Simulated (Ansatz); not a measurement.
# The gap of BaSrTi2O6 (perovskite [001] superlattice): a ladder of methods and an error budget, part 2 of 3

Aim: a best estimate of the quasiparticle gap of BaSrTi2O6 (perovskite [001] superlattice), with each correction and its cost laid out.

Ansatz 0.2.0; density functionals, hybrids, G0W0, plane waves, PAW. Known limits of the many-body steps: not at the basis limit; no spin-orbit coupling.

So far: Starting point; Relaxing the structure.

**3. PBEsol bands**

Level of this step: DFT, PBEsol, plane waves, PAW; PAW set soft_1 (Ansatz).

Levels along a band path, at the cheap level, show where the edges lie and whether the meshes to come will hold them.

input.yaml reads:

```yaml
crystal:
  lattice:
    - [3.9230183724, 0.0, 0.0]
    - [0.0, 3.9230183724, 0.0]
    - [0.0, 0.0, 15.891451069]
  atoms:
    - { symbol: Sr, position: [0.0, 0.0, 0.056563162] }
    - { symbol: O, position: [0.5, 0.5, 0.0623640627] }
    - { symbol: Ti, position: [0.5, 0.5, 0.1783899353] }
    - { symbol: O, position: [0.5, 0.0, 0.1855802327] }
    - { symbol: O, position: [0.0, 0.5, 0.1855802327] }
    - { symbol: Sr, position: [0.0, 0.0, 0.3018132738] }
    - { symbol: O, position: [0.5, 0.5, 0.3076801959] }
    - { symbol: Ti, position: [0.5, 0.5, 0.4229808387] }
    - { symbol: O, position: [0.5, 0.0, 0.4288802332] }
    - { symbol: O, position: [0.0, 0.5, 0.4288802332] }
    - { symbol: Ba, position: [0.0, 0.0, 0.5534579145] }
    - { symbol: O, position: [0.5, 0.5, 0.560056261] }
    - { symbol: Ti, position: [0.5, 0.5, 0.677666613] }
    - { symbol: O, position: [0.5, 0.0, 0.6850606824] }
    - { symbol: O, position: [0.0, 0.5, 0.6850606824] }
    - { symbol: Ba, position: [0.0, 0.0, 0.8085657876] }
    - { symbol: O, position: [0.5, 0.5, 0.8147682558] }
    - { symbol: Ti, position: [0.5, 0.5, 0.9331207648] }
    - { symbol: O, position: [0.5, 0.0, 0.9417054133] }
    - { symbol: O, position: [0.0, 0.5, 0.9417054133] }
kpoints:
  mp_grid: { grid: [6, 6, 2] }
  band_path:
    path:
      - [[0.0, 0.0, 0.0], [0.0, 0.5, 0.0], [0.5, 0.5, 0.0], [0.0, 0.0, 0.0], [0.0, 0.0, 0.5], [0.0, 0.5, 0.5], [0.5, 0.5, 0.5], [0.0, 0.0, 0.5]]
      - [[0.0, 0.5, 0.0], [0.0, 0.5, 0.5]]
      - [[0.5, 0.5, 0.0], [0.5, 0.5, 0.5]]
    npoints: 10
hamiltonian:
  xc: pbesol
  pseudopotentials: { kind: paw, azcp: { folder: soft_1 }, xc_functional: pbe }
scf:
  occupations: { method: fermi_dirac, width: 0.02 }
  n_extra_bands: 10
output:
  eigenvalues: true
  forces: true
  stress: true
  write_density: true
  write_potential: true
  elf: true
  volumetric_format: npy
```

On the command line:

```console
$ ansatz run input.yaml --threads 3 --pin off --max-ram 92160MiB --backend cuda --events-out ev --progress --plain --runs-dir out --devices 1 --max-vram 13GiB
```

Numbers of over 12 decimals in the logs are rounded to 6 here.

The log of the run:

```text
[...]
GPUs: using 1 of 1 available (devices: 1).
[...]
GPU FFT provider: cuFFT
GPU libraries: cuBLAS 13.8.2, cuFFT 12.4.0, cuSOLVER 12.3.4
Crystal: 20 atoms, lattice volume = 244.571 Å³
Basis set: ecut = 420 eV, 4821 PW (Γ), exchange–correlation on 54×54×216 points (8 copies of the dense FFT grid, shifted against one another)
Bands: 90, of which v1, the nominal top of the filled ones, is band 80 counted from 1 (79 counted from 0)
Symmetry: 8 space group operations
[...]
k-points: 20 of 72
[...]
GPU buffer pool allocated for 78732 grid points (all kernels)
[...]
SCF iter   1: F=—  HF=-35371.785889 eV  |F-HF|=—  |Δ(HF+E_count)|=         —  Δρ=5.53e-2  dr2=1.18e1  ethr=3.10e-3  ⟨swp⟩=8.0  Hψ=7853  notcnv=0  defer=3
[...]
SCF iter  10: F=-35369.786984 eV  HF=-35369.786984 eV  |F-HF|=5.19e-8  |Δ(HF+E_count)|=   6.57e-8  Δρ=6.19e-6  dr2=8.06e-8  ethr=6.25e-11  ⟨swp⟩=18.0  Hψ=17889  notcnv=0
SCF 1 converged in 10 iterations: F = -35369.786984 eV  dr2 = 8.06e-8
[...]
NSCF: frozen V_eff on 93 k-points
SCF converged after 10 iterations
Free energy (F): -35369.786984 eV
[...]
Internal energy: -35369.786984 eV  (E = F + TS)
E sigma→0 (E₀):  -35369.786984 eV
Fermi energy:    11.128548 eV
[...]
--- Forces (eV/Å), atoms counted from 1 ---
  atom   1  Sr    -0.00000000     0.00000000     0.00035790
  atom   2  O      0.00000000     0.00000000     0.00298276
  atom   3  Ti    -0.00000000     0.00000000    -0.00095312
  atom   4  O      0.00000000     0.00000000     0.00070838
  atom   5  O     -0.00000000     0.00000000     0.00070838
  atom   6  Sr     0.00000000     0.00000000    -0.00149670
  atom   7  O      0.00000000     0.00000000    -0.00098968
  atom   8  Ti     0.00000000     0.00000000    -0.00331245
  atom   9  O      0.00000000     0.00000000     0.00124390
  atom  10  O      0.00000000     0.00000000     0.00124390
  atom  11  Ba     0.00000000     0.00000000    -0.00110694
  atom  12  O     -0.00000000     0.00000000    -0.00069831
  atom  13  Ti    -0.00000000     0.00000000     0.00013675
  atom  14  O     -0.00000000     0.00000000     0.00019526
  atom  15  O      0.00000000     0.00000000     0.00019526
  atom  16  Ba     0.00000000     0.00000000     0.00263359
  atom  17  O     -0.00000000     0.00000000    -0.00564620
  atom  18  Ti     0.00000000     0.00000000     0.00524633
  atom  19  O      0.00000000     0.00000000    -0.00068927
  atom  20  O      0.00000000     0.00000000    -0.00068927
  max |Σ_I F_I| component: 7.05e-5 eV/Å
--- Stress (GPa, compression-positive) ---
       -0.011966       0.000000      -0.000000
        0.000000      -0.011966       0.000000
       -0.000000       0.000000      -0.004969
  P = ⅓ Tr σ = -0.0096 GPa (-0.096 kbar)
--- Band table (eV; the first three rows and the last of 20) ---
  k-point 0: bands = [... 76 lower, 9.6287, 9.7581, 9.8025, 9.8025, 12.0495, 12.1173, 12.1306, 12.2250, ... 6 higher]
  k-point 1: bands = [... 76 lower, 9.7087, 9.7087, 9.7799, 9.7799, 12.0604, 12.0849, 12.1578, 12.2194, ... 6 higher]
  k-point 2: bands = [... 76 lower, 9.3794, 9.4244, 9.5700, 9.6951, 12.3380, 12.6151, 12.6506, 12.6631, ... 6 higher]
  k-point 19: bands = [... 76 lower, 10.1298, 10.1390, 10.1664, 10.2008, 14.0649, 14.0649, 14.0945, 14.0945, ... 6 higher]
```

It took 19 s on 1 × NVIDIA H100 80GB HBM3 (shared by 6 runs) with 3 threads of AMD EPYC 7R13 (Zen 3), shared host; peak memory 1.2 GiB.

In the SCF lines HF is the Harris–Foulkes energy and dr2 the Hartree energy of the density residual, in eV; the loop may stop once dr2 is under the threshold and the program's other checks hold. Hψ counts applications of the Hamiltonian.

This step gave:

```
pressure             : -0.009634 GPa
filled bands         : 80
gap                  : 1.848 eV
valence top at       : M
conduction bottom at : Γ
least direct gap     : 2.247 eV
```

The gap is indirect, with the least direct gap 0.40 eV higher.

Electronic bands along the path, in eV, zero at the top of the highest nominally filled band:

| point | band 77 | band 78 | band 79 | band 80 | band 81 | band 82 | band 83 | band 84 |
| --- | --- | --- | --- | --- | --- | --- | --- | --- |
| Γ | -0.57 | -0.44 | -0.40 | -0.40 | 1.85 | 1.92 | 1.93 | 2.02 |
| X | -0.87 | -0.72 | -0.67 | -0.18 | 2.24 | 3.04 | 3.06 | 3.73 |
| M | -0.08 | -0.05 | -0.04 | 0.00 | 3.80 | 3.80 | 4.07 | 4.07 |
| Γ | -0.57 | -0.44 | -0.40 | -0.40 | 1.85 | 1.92 | 1.93 | 2.02 |
| Z | -0.49 | -0.49 | -0.42 | -0.42 | 1.86 | 1.88 | 1.96 | 2.02 |
| R | -1.10 | -1.08 | -0.39 | -0.24 | 2.46 | 2.52 | 3.48 | 3.68 |
| A | -0.07 | -0.06 | -0.04 | 0.00 | 3.86 | 3.86 | 3.89 | 3.89 |
| Z | -0.49 | -0.49 | -0.42 | -0.42 | 1.86 | 1.88 | 1.96 | 2.02 |
| jump to X | -0.87 | -0.72 | -0.67 | -0.18 | 2.24 | 3.04 | 3.06 | 3.73 |
| R | -1.10 | -1.08 | -0.39 | -0.24 | 2.46 | 2.52 | 3.48 | 3.68 |
| jump to M | -0.08 | -0.05 | -0.04 | 0.00 | 3.80 | 3.80 | 4.07 | 4.07 |
| A | -0.07 | -0.06 | -0.04 | 0.00 | 3.86 | 3.86 | 3.89 | 3.89 |

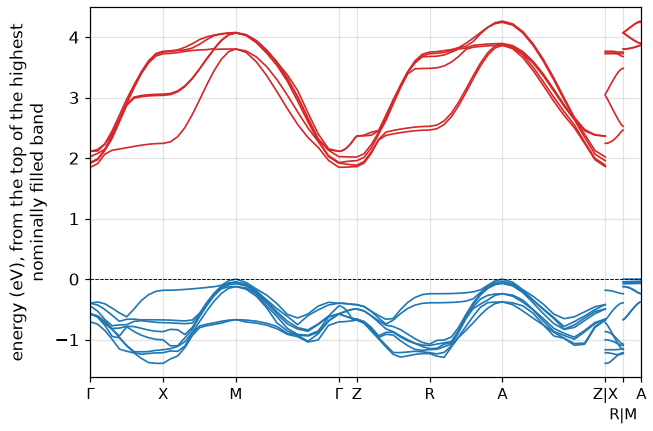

Electronic bands along the path; lines of filled and empty bands in two colours.

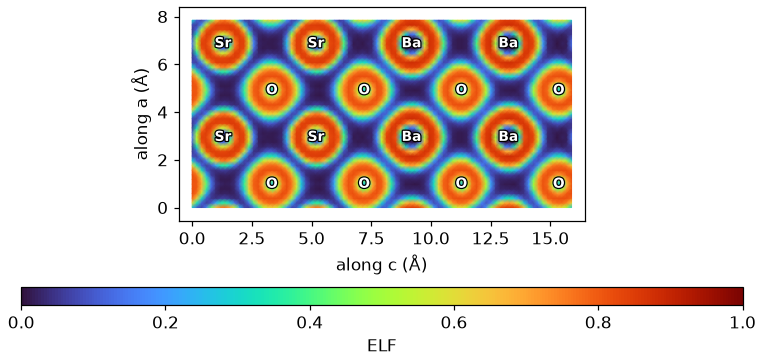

ELF in the ca plane at fractional y = 0.000, with atoms of Sr and O and Ba within 0.2 Å of it. It is the smooth field of the valence electrons, not physical close to the nuclei. The map starts off the cell's origin, so that atoms lie inside it.

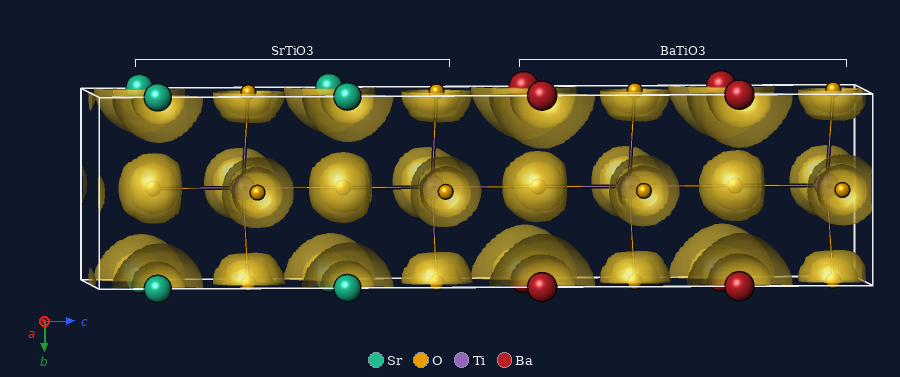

Surface of ELF = 0.8.

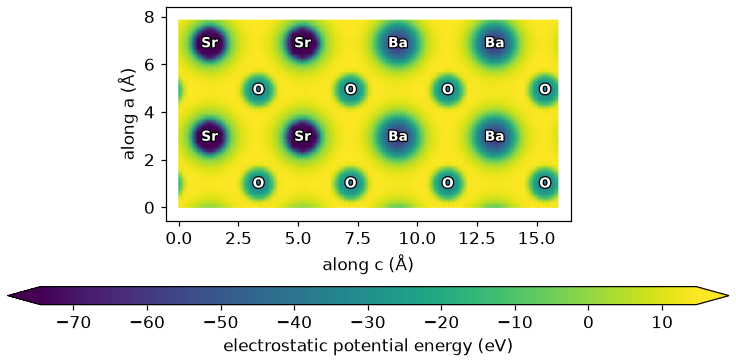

Electrostatic potential energy in the ca plane at fractional y = 0.000, with atoms of Sr and O and Ba within 0.2 Å of it. With pseudopotentials it is smooth inside the atoms' cores, unlike the true potential. The map starts off the cell's origin, so that atoms lie inside it.

**4. PBEsol+SOC**

The many-body steps leave out spin-orbit coupling, so its effect is taken from a two-component run, with twice the bands.

This step: DFT, PBEsol with spin-orbit coupling, plane waves, PAW; PAW set soft_1.

Changes to input.yaml since step 3:

```diff
@@ -30,12 +30,18 @@
     path:
-      - [[0.0, 0.0, 0.0], [0.0, 0.5, 0.0], [0.5, 0.5, 0.0], [0.0, 0.0, 0.0], [0.0, 0.0, 0.5], [0.0, 0.5, 0.5], [0.5, 0.5, 0.5], [0.0, 0.0, 0.5]]
-      - [[0.0, 0.5, 0.0], [0.0, 0.5, 0.5]]
-      - [[0.5, 0.5, 0.0], [0.5, 0.5, 0.5]]
-    npoints: 10
+      - [0.0, 0.0, 0.0]
+      - [0.0, 0.5, 0.0]
+      - [0.5, 0.5, 0.0]
+      - [0.0, 0.0, 0.5]
+      - [0.0, 0.5, 0.5]
+      - [0.5, 0.5, 0.5]
+    npoints: 1
 hamiltonian:
   xc: pbesol
-  pseudopotentials: { kind: paw, azcp: { folder: soft_1 }, xc_functional: pbe }
+  pseudopotentials: { kind: paw_fr, azcp: { folder: soft_1 }, xc_functional: pbe }
 scf:
-  occupations: { method: fermi_dirac, width: 0.02 }
-  n_extra_bands: 10
+  occupations: { method: fixed }
+  n_extra_bands: 20
+magnetization:
+  noncollinear: true
+  spin_orbit: true
 output:
@@ -44,5 +50 @@
   stress: true
-  write_density: true
-  write_potential: true
-  elf: true
-  volumetric_format: npy
```

The log of the run:

```text
[...]
GPUs: using 1 of 1 available (devices: 1).
[...]
non-collinear run that drives no moment, with spin-orbit: no starting moment large enough to seed its density (crystal.atoms[].spin), no starting occupations that ask for one, no magnetisation constraint and no magnetic field, so the semilocal B_xc is pinned to zero
[...]
k-point 1: bands = [... 156 lower, 9.7476, 9.7476, 9.8183, 9.8183, 12.0572, 12.0572, 12.0816, 12.0816, ... 16 higher]
  k-point 2: bands = [... 156 lower, 9.5559, 9.5739, 9.6871, 9.7185, 12.3321, 12.3372, 12.6087, 12.6136, ... 16 higher]
  k-point 19: bands = [... 156 lower, 10.1633, 10.1633, 10.1979, 10.1979, 14.0532, 14.0532, 14.0702, 14.0702, ... 16 higher]
[key lines of the parts left out:]
SCF converged after 13 iterations
Magnetization: |M| = 0.0000 μB,  M = (+0.0000, +0.0000, +0.0000) μB
Free energy (F): -35380.606148 eV
Fermi energy:    10.199173 eV
P = ⅓ Tr σ = -0.0092 GPa (-0.092 kbar)
```

Wall time 9.9 s (1 × NVIDIA H100 80GB HBM3 (shared by 6 runs) with 3 threads); peak memory 1.3 GiB.

This step gave:

```
pressure             : -0.009179 GPa
gap                  : 1.847 eV
valence top at       : M
conduction bottom at : Γ
least direct gap     : 2.207 eV
```

The gap is that of PBEsol.

**5. HSE06**

The screened hybrid is the usual rung above semilocal functionals: a quarter of exact exchange, cut off beyond a few ångström.

This step: DFT, HSE06, plane waves, PAW; PAW set soft_1.

Changes to input.yaml since step 4:

```diff
@@ -27,3 +27,3 @@
 kpoints:
-  mp_grid: { grid: [6, 6, 2] }
+  mp_grid: { grid: [4, 4, 2] }
   band_path:
@@ -38,13 +38,8 @@
 hamiltonian:
-  xc: pbesol
-  pseudopotentials: { kind: paw_fr, azcp: { folder: soft_1 }, xc_functional: pbe }
+  xc: hse06
+  pseudopotentials: { kind: paw, azcp: { folder: soft_1 } }
 scf:
   occupations: { method: fixed }
-  n_extra_bands: 20
-magnetization:
-  noncollinear: true
-  spin_orbit: true
+  n_extra_bands: 10
 output:
   eigenvalues: true
-  forces: true
-  stress: true
```

The log of the run:

```text
[...]
GPUs: using 1 of 1 available (devices: 1).
[...]
davidson cushion auto → on  (no smearing: the cushion is to keep the highest requested band from converging to the state above it; pin scf.eigensolver.cushion to override)
[...]
GPU FFT provider: cuFFT
GPU libraries: cuBLAS 13.8.2, cuFFT 12.4.0, cuSOLVER 12.3.4
Crystal: 20 atoms, lattice volume = 244.571 Å³
Basis set: ecut = 420 eV, 4821 PW (Γ)
[...]
Fermi energy:    9.329645 eV
[...]
--- Band table (eV; the first three rows and the last of 12) ---
  k-point 0: bands = [... 76 lower, 8.7201, 8.8508, 8.9248, 8.9248, 12.6540, 12.7315, 12.7645, 12.8714, ... 6 higher]
  k-point 1: bands = [... 76 lower, 8.8145, 8.8145, 8.8965, 8.8965, 12.6603, 12.7102, 12.7837, 12.8672, ... 6 higher]
  k-point 2: bands = [... 76 lower, 8.5139, 8.5240, 8.6305, 8.6637, 12.9785, 13.7169, 13.7435, 13.7488, ... 6 higher]
  k-point 11: bands = [... 76 lower, 9.2435, 9.2551, 9.2862, 9.3290, 14.8246, 14.8246, 14.8674, 14.8674, ... 6 higher]
[key lines of the parts left out:]
Free energy (F): -35839.681464 eV
```

Wall time 78 s (1 × NVIDIA H100 80GB HBM3 (shared by 6 runs) with 3 threads); peak memory 2.1 GiB; 2.7 min of CPU time.

This step gave:

```yaml
gap: 3.324 eV
valence_top_at: M
conduction_bottom_at: Γ
least_direct_gap: 3.729 eV
```

The gap stands +1.48 eV against PBEsol.

**6. G0W0, 6×6×2 mesh, 339 empty bands, screening to 72 eV, PAW set soft_1 files**

Now the one-shot GW correction: screening in the RPA, then the self-energy of the levels asked for. This step takes PAW set soft_1 files.

This step: G0W0 on PBEsol, plane waves, PAW; PAW set soft_1.

Changes to input.yaml since step 5:

```diff
@@ -27,19 +27,13 @@
 kpoints:
-  mp_grid: { grid: [4, 4, 2] }
-  band_path:
-    path:
-      - [0.0, 0.0, 0.0]
-      - [0.0, 0.5, 0.0]
-      - [0.5, 0.5, 0.0]
-      - [0.0, 0.0, 0.5]
-      - [0.0, 0.5, 0.5]
-      - [0.5, 0.5, 0.5]
-    npoints: 1
+  mp_grid: { grid: [6, 6, 2] }
 hamiltonian:
-  xc: hse06
-  pseudopotentials: { kind: paw, azcp: { folder: soft_1 } }
+  xc: pbesol
+  pseudopotentials: { kind: paw, azcp: { folder: soft_1 }, xc_functional: pbe }
 scf:
   occupations: { method: fixed }
-  n_extra_bands: 10
-output:
-  eigenvalues: true
+gw:
+  n_empty_bands: 339
+  ecut_chi: 72
+  qp_bands: [v4, c4]
+  qp_kpoints: band_edges
+  screening: { model: contour_deformation }
```

The log of the run:

```text
GPUs: using 1 of 1 available (devices: 1).
[...]
GPU FFT provider: cuFFT
GPU libraries: cuBLAS 13.8.2, cuFFT 12.4.0, cuSOLVER 12.3.4
Crystal: 20 atoms, lattice volume = 244.571 Å³
Basis set: ecut = 420 eV, 4821 PW (Γ)
Bands: 100, of which v1, the nominal top of the filled ones, is band 80 counted from 1 (79 counted from 0)
Symmetry: 8 space group operations
[...]
k-points: 20 of 72
[...]
19    80     10.2007   -25.9046     4.9786   -20.8198  0.7291    10.0943    10.0945  root
    19    81     14.0649   -14.6884    -6.8112   -23.1745  0.6997    15.8434    15.7398  root ?
    19    82     14.0649   -14.6884    -6.8112   -23.1745  0.6997    15.8434    15.7398  root ?
    19    83     14.0945   -14.7794    -6.7520   -23.2209  0.7018    15.8865    15.7840  root ?
    19    84     14.0945   -14.7794    -6.7520   -23.2209  0.7018    15.8865    15.7840  root ?
[key lines of the parts left out:]
SCF converged after 12 iterations
Free energy (F): -35369.787592 eV
Fermi energy:    10.201705 eV
```

Run time: 91 s. Hardware: 1 × NVIDIA H100 80GB HBM3 (shared by 6 runs) with 3 threads; peak memory 2.5 GiB.

This step gave:

* bands summed: 419
* RPA ε∞ on this mesh (eigenvalues): 5.743, 6.212, 6.212
* plane waves in the screening matrix: 345
* G0W0 gap on the mesh: 3.577 eV
* k of the valence top: -0.5, -0.5, 0
* k of the conduction bottom: 0, 0, 0
* starting gap on the mesh: 1.848 eV
* least direct G0W0 gap on the computed points: 3.910 eV

The gap on the mesh goes from 1.85 eV to 3.58 eV, a correction of +1.73 eV. Between the two edge states, bare exchange in place of the xc potential would open the gap by 12.76 eV, and correlation takes back 11.03 eV.

(Part 2 of 3 ends here.)

[Paths, hosts, dates, memory and timing lines, banners, echoed tables and standing remarks are left out of the program output.]

[Logs are printed without paths, hosts, clocks, repeated set-up lines and the standing remarks that a program may print on its own settings, such as how far it seeks lower states.]

[Runs of the session that timed out or met a known fault of the program may be left out.]

[Cells called generated may have been cut or substituted from an entry of the Crystallography Open Database or the Materials Project.]

[Hosts, paths, dates, database ids (printed as entryN), source tags and the programs' standing remarks are cut or masked in the printed files.]
